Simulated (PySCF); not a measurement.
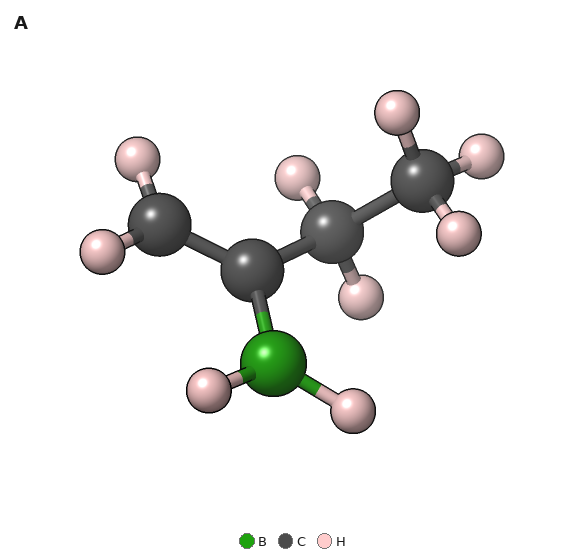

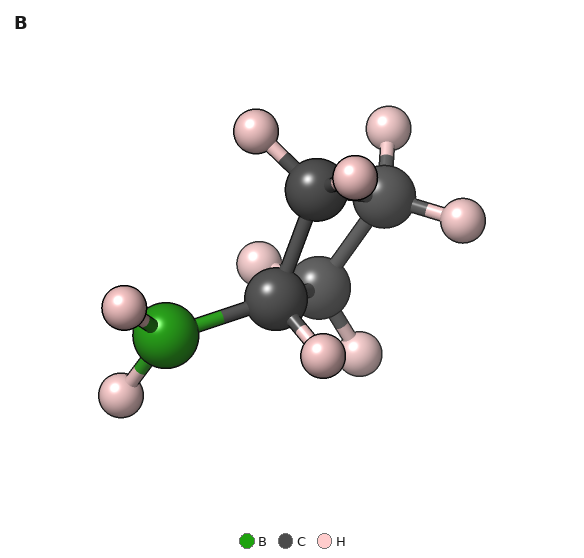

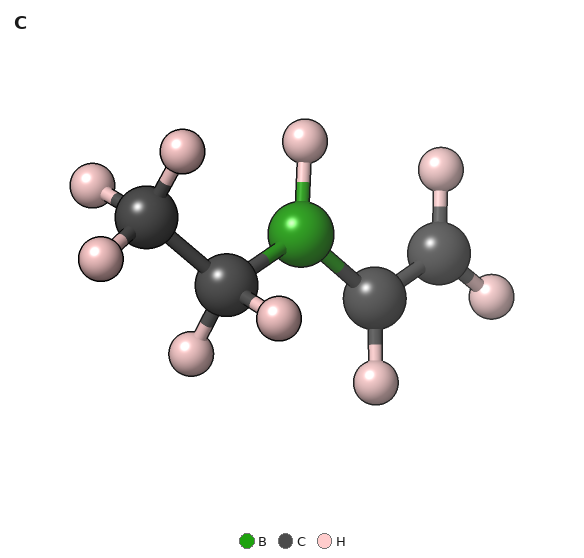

3 stationary structures of one formula. Geometries: PBE0-D3(BJ)/def2-SVP. Electronic energies: PBE0-D3(BJ)/def2-SVP (PySCF 2.14.0), without zero-point energy. No frequency run is at hand to confirm each as a minimum. Each is one conformer, not always the lowest.

How are they related?

They are constitutional isomers of C4H9B: A `BC(=C)CC`, B `BC1CCC1`, C `C=CBCC`.

Which structure is the most stable?

C is lowest; A lies 0.368 eV above it, B lies 0.594 eV above it.
